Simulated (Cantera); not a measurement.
Charge: 1 mol Fe(CO)₅, a varied amount of H₂, 0.16 mol N₂, 0.017 mol O₂, at 1600 K and 2.10 bar.

Cantera equilibrium calculation (NASA polynomials, part measured and part estimated; ideal gas, pure solids and liquids). Candidate condensed phases: C, C₆H₆, C₇H₈, C₈H₁₈, Fe, Fe(CO)₅, FeO, Fe(OH)₂, Fe(OH)₃, Fe₂O₃, Fe₃O₄, H₂O; 140 gas species. The numbers say what is thermodynamically allowed, not how fast it happens.

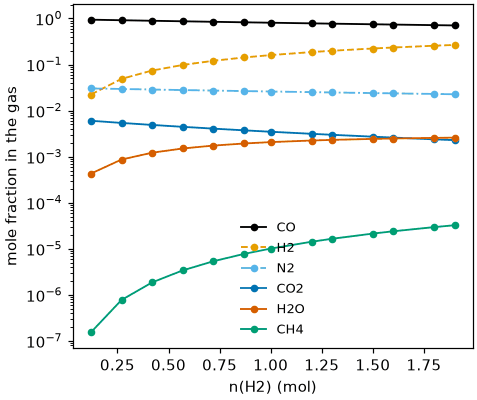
Figure. Equilibrium gas composition (values under 1e-9 drawn at 1e-9)

Question: Read off the mole fractions at 1.6 mol H₂.

Answer: CO about 0.74, H₂ about 0.23, N₂ about 0.024, CO₂ about 0.0026, H₂O about 0.0025, CH₄ about 2.4e-5.
